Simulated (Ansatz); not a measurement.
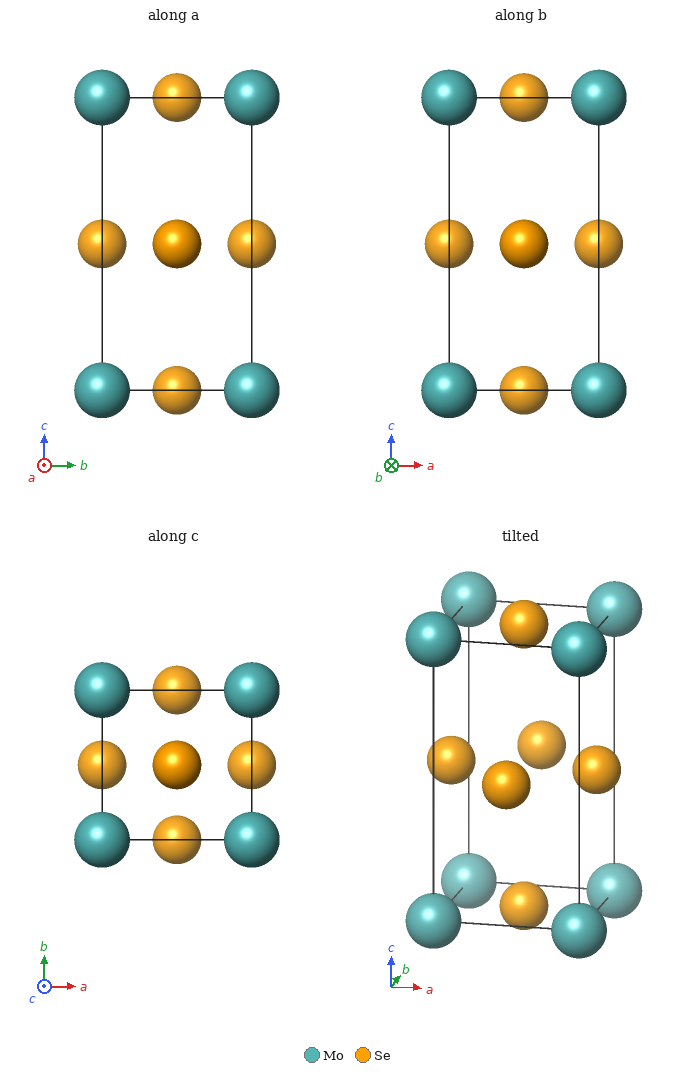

View along the a axis, along the b axis, along the c axis and slightly off an axis, drawn as a spheres-only model. Thin lines show the conventional unit cell, with boundary atoms drawn in all their periodic places.

Lattice parameters: a = 3.714 Å, b = 3.714 Å, c = 7.260 Å, α = 90.00°, β = 90.00°, γ = 90.00°. Put a along x and b in the xy plane.

**Transcribe the picture into a POSCAR file.**

```
Mo Se
1.0
     3.714    0.000    0.000
     0.000    3.714    0.000
     0.000    0.000    7.260
Mo Se
1 3
Direct
  0.0000 0.0000 0.0000
  0.0000 0.5000 0.5000
  0.5000 0.0000 0.5000
  0.5000 0.5000 0.0000
```

The cell started as a structure type filled with these elements by a generator (whether the compound takes this form wasn't checked). The picture shows the end point of a geometry optimisation with DFT PBE, scalar-relativistic, plane waves, PAW in Ansatz.
